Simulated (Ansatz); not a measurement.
# Predicting a hybrid from its neighbours: CH3 (methyl radical)

CH3: 4 atoms, total charge 0, spin state doublet. SMILES: `[CH3]`. The coordinates come from a PBE0-D4/def2-TZVP relaxation.

The vertical energy of the quartet above the doublet y, in eV, basis cc-pVTZ; a is the functional's share of exact exchange. Programs: Ansatz 0.2.0.

```
functional  program     a  y (eV)
      UPBE   Ansatz     0   10.79
  U-revPBE   Ansatz     0   10.82
    UB3LYP   Ansatz   0.2       ?
     UPBE0   Ansatz  0.25   11.00
 U-r2SCAN0   Ansatz  0.25   11.06
    UBHLYP   Ansatz   0.5   11.26
```

Q: Fit y = c + s·a to the known rows and predict UB3LYP.

A: 
1. Means of the 5 rows: a = 0.2000, y = 10.986.
2. Σ(Δa)² = 0.175, Σ(Δa·Δy) = 0.159, so the slope is 0.159/0.175 = 0.90857.
3. Intercept: 10.986 − (0.90857) × 0.2000 = 10.804. The largest residual of the fit is 0.031.
4. UB3LYP: 10.804 + (0.90857) × 0.2 = 10.99 eV.

The run gave 11.05 eV, so the prediction is off by -0.06 eV, more than the scatter of the fit. The rows mix families of semi-local functionals, which the line can't see.

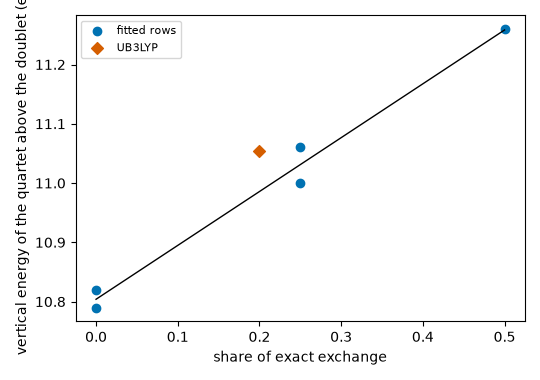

The fitted line, with the withheld row.
